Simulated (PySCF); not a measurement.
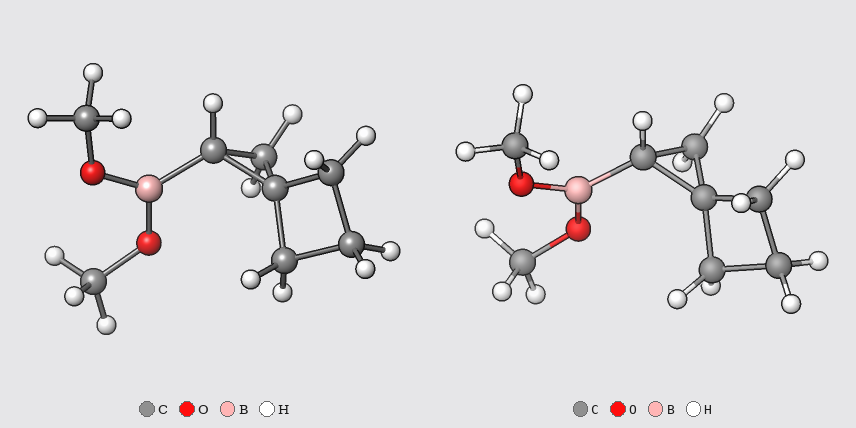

The same structure drawn twice, from different directions.

Which formula does it have?

C₈H₁₅BO₂, 26 atoms: 8 carbon, 15 hydrogen, 1 boron and 2 oxygen.

Does it have rings?

Independent rings (smallest set): 1 of 3 members, 1 of 4 members.

What is its SMILES?

COB(OC)[C@@H]1CC12CCC2

The parts below concern this one geometry. Atoms keep their numbers from picture to picture. Computed geometry: PBE0-D3(BJ)/def2-SVP optimisation. No frequency run is at hand to confirm it as a minimum.

### Quadrupole coupling

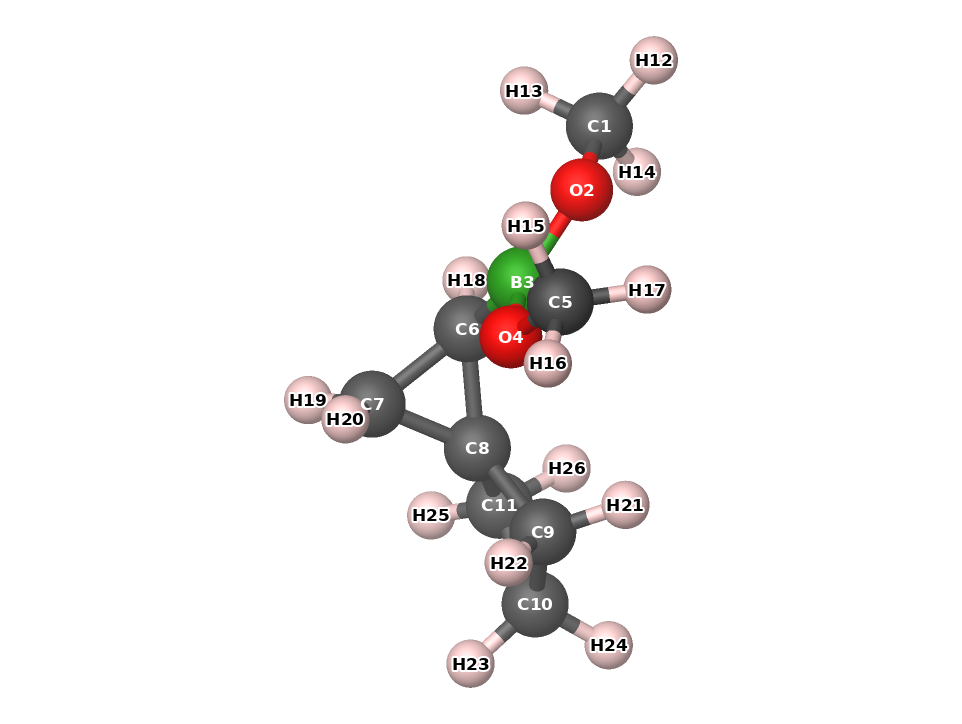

No frequency run is at hand to confirm it as a minimum. Electric field gradients from the ground-state density, PBE0/pcSseg-1 (PySCF 2.14.0), non-relativistic apart from any core potentials.

Give the largest field-gradient component, the quadrupole coupling constant and the asymmetry for 17O at O2 (Q = −25.6 mb), 11B at B3 (Q = 40.59 mb), 17O at O4 (Q = −25.6 mb), 2H at H12 (Q = 2.86 mb), 2H at H13 (Q = 2.86 mb).

```csv
atom,V_zz (a.u.),e²qQ/h (MHz),η
O2,1.638,−9.85,0.08
B3,0.328,3.13,0.45
O4,1.632,−9.82,0.09
H12,0.286,0.192,0.07
H13,0.278,0.187,0.08
```

### NMR shielding

The questions are on isotropic NMR shieldings of the H atoms. No frequency run is at hand to confirm it as a minimum. Method: GIAO PBE0/pcSseg-1 NMR shielding, non-relativistic, gas phase (PySCF 2.14.0).

Which H atom is the most shielded (lowest chemical shift)?

H18 (31.55 ppm).

Which H atom is the least shielded (highest chemical shift)?

H12, H14 (27.52 ppm).

How wide is the range of H shifts?

4.03 ppm.

List the isotropic NMR shieldings of the H atoms.

```tsv
atom	σ (ppm)
H12	27.52
H13	27.56
H14	27.52
H15	27.89
H16	27.99
H17	27.78
H18	31.55
H19	30.62
H20	30.31
H21	29.16
H22	29.40
H23	29.19
H24	29.58
H25	29.61
H26	28.97
```

### Levels of theory compared

No frequency run is at hand to confirm it as a minimum. Program: PySCF 2.14.0.

Tabulate dipole (D), HOMO–LUMO gap (eV), HOMO energy (eV) at these levels: B3LYP/pcJ-1; CAM-B3LYP/def2-SVPD; KT2/pcSseg-1; PBE0/pcSseg-1.

| level | dipole (D) | HOMO–LUMO gap (eV) | HOMO energy (eV) |
| --- | --- | --- | --- |
| B3LYP/pcJ-1 | 1.23 | 7.81 | −7.15 |
| CAM-B3LYP/def2-SVPD | 1.15 | 9.80 | −8.76 |
| KT2/pcSseg-1 | 1.14 | 6.10 | −6.18 |
| PBE0/pcSseg-1 | 1.23 | 8.27 | −7.38 |
